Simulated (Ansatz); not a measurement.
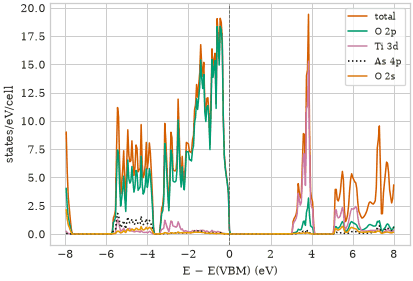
Total and projected density of states of BaTiAs$_{2}$O$_{8}$ in space group C2/m (No. 12; Pearson symbol mS24), r²SCAN in the plane-wave PAW code Ansatz

Problem. Which orbitals carry the states next to the gap?

Solution. Top 1 eV of the valence band: O 2p 96 %. Bottom 1 eV of the conduction band: Ti 3d 79 %, O 2p 14 %. Projections are on Löwdin-orthogonalised atomic valence shells; empty p or d shells of many metals are not among them.

Problem. Where is the tallest occupied peak in this window, and what makes it?

Solution. Near -0.4 eV, about 19 states/eV per cell; the largest projected share is O 2p.

The workflow started from a Materials Project entry (that database holds measured and hypothetical structures alike); the Crystallography Open Database copy checked does not list it. Whether it is the stable phase at ambient conditions was not checked. Symmetry was held in the r²SCAN relaxation; whether a distortion lowers the energy is not shown. The run is not spin-polarised. Scalar-relativistic: spin–orbit coupling is off unless named, which matters more the heavier the elements.

Potentials: the later of the program's two PAW sets.
